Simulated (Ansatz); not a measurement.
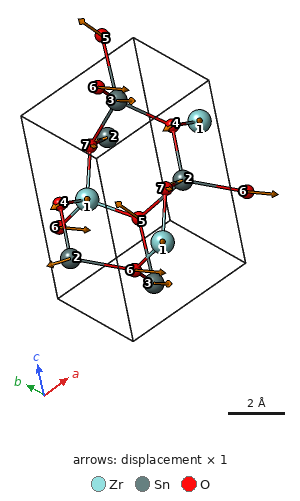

A relaxation of crystalline ZrSn$_{2}$O$_{4}$ (built on the MnGa2S4-82 type type). The starting structure is drawn; orange arrows show the displacements (the part carried along by the change of the cell is left out), at their true length.

The picture is a ball-and-stick view of the cell of the calculation, reduced to other axes, seen from a free direction. Lengths and directions refer to the drawn axes.

Case: shaken.

Computed with Ansatz, DFT, PBEsol, plane waves, PAW. (plane-wave cutoff 420 eV; k-point mesh 6 × 6 × 6; occupations fermi dirac; smearing width 0.05 eV; no spin polarisation; cell and atoms relaxed; force threshold 0.01 eV/Å; at most 120 steps)

### Describe the change and its energy.

O5 moves most relative to the cell: 1.38 Å roughly along [−1 −1 1]. By element the largest moves are O 1.38 Å, Sn 0.98 Å, Zr 0.27 Å. The drawn cell changes as follows: a 5.193 → 5.700 Å (+9.8 %), b 5.291 → 5.500 Å (+3.9 %), c 6.734 → 7.278 Å (+8.1 %), α 67.4° → 53.1°, β 67.8° → 84.0°, γ 89.9° → 109.3°; the volume changes by +1.1 %. Near-neighbour distances that change, for instance: Sn2–O6 2.356 → 5.174 Å, Sn3–O5 2.460 → 4.149 Å, Sn2–O5 2.361 → 2.014 Å, Sn2–O7 2.452 → 2.194 Å. Bonds break: Sn2–O6 (2.36 → 5.17 Å), Sn3–O5 (2.46 → 4.15 Å). Bond angles that change, for instance: O4–Sn3–O6 125.7° → 97.1°, Zr1–O6–Sn3 126.4° → 154.4°, O6–Sn3–O7 124.1° → 96.8°. The space group stays P1 (No. 1). After 38 accepted moves (44 points after the start) the energy has fallen by 1.720 eV per cell of the calculation. Largest force component: 0.9 eV/Å at the start, 0.0065 eV/Å at the end. The pressure goes from −3.09 to −0.01 GPa. The SCF was repeated 6 times at an unchanged geometry on a basis and grid sized afresh for the cell, which shifted the energy by 75.1 meV per cell of the calculation at most.
